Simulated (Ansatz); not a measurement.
# PBE/3-21G run of [SiH3]− (SMILES [SiH3-])

What is the vertical ionisation energy of [SiH3]− at PBE/3-21G? 

The calculation is run with Ansatz 0.2.0.

2 further runs of the same task are left out: 2 set aside as unsound or not needed.

**1. The molecule**

[SiH3]−: 4 atoms, total charge -1, spin state singlet. SMILES: `[SiH3-]`. The coordinates come from a PBE0-D4/def2-TZVPD relaxation.

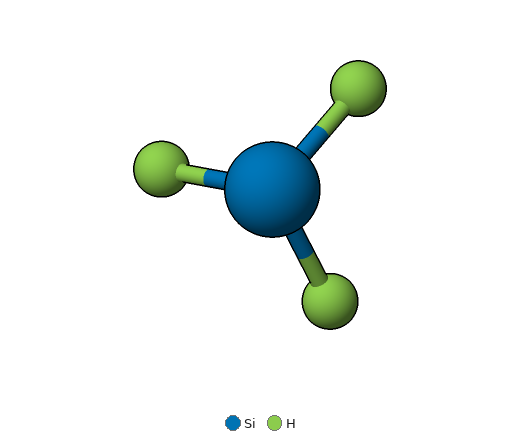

The structure, seen from a chosen angle (silicon blue, hydrogen green).

**2. A single-point energy at PBE/3-21G**

Input file in.yaml:

```yaml
crystal:
  periodic: [false, false, false]
  atoms:
    - {symbol: Si, position_ang: [0.539700, -0.050700, -0.300900]}
    - {symbol: H, position_ang: [0.426600, 0.622300, 1.085900]}
    - {symbol: H, position_ang: [-0.298500, -1.283700, 0.106800]}
    - {symbol: H, position_ang: [-0.667800, 0.712200, -0.891800]}
basis:
  gaussian: {orbitals: 3-21G.json}
total_charge: -1
hamiltonian: {xc: pbe}
accuracy: high
```

The basis set 3-21G is read from a file made from the Basis Set Exchange's data (not shown).

The run is started by

```sh
$ ansatz run in.yaml --threads 1 --pin off --max-ram 2610MiB --events-out events.jsonl --progress --plain --runs-dir runs
```

The program printed:

```text
Warning: RAYON_NUM_THREADS=1 ignored (pool sized by the plan → 1); use --threads N
Functional definition: PBE
  name "PBE"
  parameter kappa = 0.804
  parameter beta = 0.06672455060314922
  exchange = pbe_x(kappa = kappa, mu = beta*pi^2/3)
  correlation = pbe_c(beta = beta)
380 factors; integrals over basis functions are off by at most 4.0e-9 eV
mean field evaluation 1: about -7879.0430 eV, gradient 5.8e0 eV
mean field evaluation 2: about -7879.0783 eV, gradient 4.3e0 eV
mean field evaluation 4: about -7879.1487 eV, gradient 1.7e-2 eV
mean field evaluation 8: about -7879.1399 eV, gradient 1.8e-4 eV
mean field evaluation 16: about -7879.1399 eV, gradient 6.8e-8 eV
mean field -7879.13988457 eV, -289.5530500852 hartree, gradient 6.8e-8 eV, S^2 0.000000; 0 other end points of the search recorded, 0 dependent functions left out
reference -7879.13988685 eV, -289.5530501687 hartree; 9, 9 occupied and 10, 10 virtual orbitals, 380 factors
Total energy: -7879.13988685 eV, -289.5530501687 hartree
```

It took 0.44 s on 1 thread of Intel Xeon Platinum 8488C (Sapphire Rapids), shared host.

**3. Doublet neutral SiH3**

Input file input.yaml:

```yaml
crystal:
  periodic: [false, false, false]
  atoms:
    - {symbol: Si, position_ang: [0.539700, -0.050700, -0.300900]}
    - {symbol: H, position_ang: [0.426600, 0.622300, 1.085900]}
    - {symbol: H, position_ang: [-0.298500, -1.283700, 0.106800]}
    - {symbol: H, position_ang: [-0.667800, 0.712200, -0.891800]}
basis:
  gaussian:
    orbitals: 3-21G.json
magnetization:
  spin_polarized: true
  initial_magnetization: 1
hamiltonian:
  xc: pbe
accuracy: high
```

The basis set 3-21G is read from a file made from the Basis Set Exchange's data (not shown).

The run is started by

```sh
$ ansatz run input.yaml --threads 1 --pin off --max-ram 2610MiB --events-out events.jsonl --progress --plain --runs-dir runs
```

The program printed (excerpt; [...] marks lines left out):

```text
Warning: RAYON_NUM_THREADS=1 ignored (pool sized by the plan → 1); use --threads N
[... 6 set-up lines as earlier in the session ...]
377 factors; integrals over basis functions are off by at most 4.0e-9 eV
mean field evaluation 1: about -7877.4038 eV, gradient 5.5e0 eV
mean field evaluation 2: about -7877.5326 eV, gradient 3.9e0 eV
mean field evaluation 4: about -7877.6960 eV, gradient 9.6e-2 eV
mean field evaluation 8: about -7877.6858 eV, gradient 7.5e-4 eV
mean field evaluation 16: about -7877.6858 eV, gradient 4.9e-8 eV
mean field -7877.68576760 eV, -289.4996122720 hartree, gradient 4.9e-8 eV, S^2 0.751399; 0 other end points of the search recorded, 0 dependent functions left out
reference -7877.68577004 eV, -289.4996123619 hartree; 9, 8 occupied and 10, 11 virtual orbitals, 377 factors
Total energy: -7877.68577004 eV, -289.4996123619 hartree
```

Wall time 0.71 s (1 thread of Intel Xeon Platinum 8488C (Sapphire Rapids), shared host); peak memory 0.12 GiB.

**4. What came out**

Level: PBE/3-21G.

| quantity | value |
| --- | --- |
| singlet [SiH3]−: total energy | -289.55305 Eh |
| doublet neutral SiH3: total energy | -289.49961 Eh |
| doublet neutral SiH3: ⟨S²⟩ | 0.751 |
| vertical detachment energy (to the doublet neutral) | 1.454 eV |

Removing an electron at fixed nuclei costs 1.45 eV (140 kJ/mol).
